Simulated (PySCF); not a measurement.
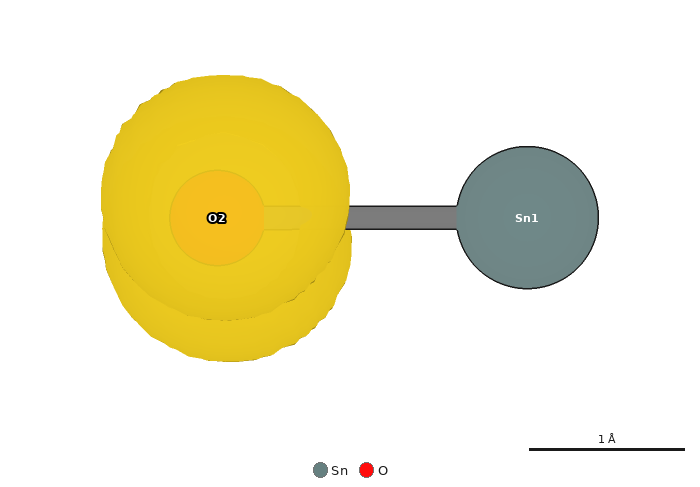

The picture shows: SnO (charge +1, doublet). Isosurfaces of the spin density at +0.04 (yellow) and −0.04 e/Å³ (cyan), seen from one side.

Core potentials replace the inner electrons of Sn.

Method: PBE0/aug-cc-pVDZ(-PP), non-relativistic Hamiltonian with scalar-relativistic core potentials where named, at a bond length of 2.007 Å in PySCF.

| atom | x (Å) | y (Å) | z (Å) |
| --- | --- | --- | --- |
| Sn | 0.0000 | 0.0000 | -0.2362 |
| O | 0.0000 | 0.0000 | 1.7708 |

Describe the spin distribution.

The unpaired spin (1 electron) lies mostly on O2 (about 1.0), in electrons by Hirshfeld's partition. Only one sign reaches the isovalue.
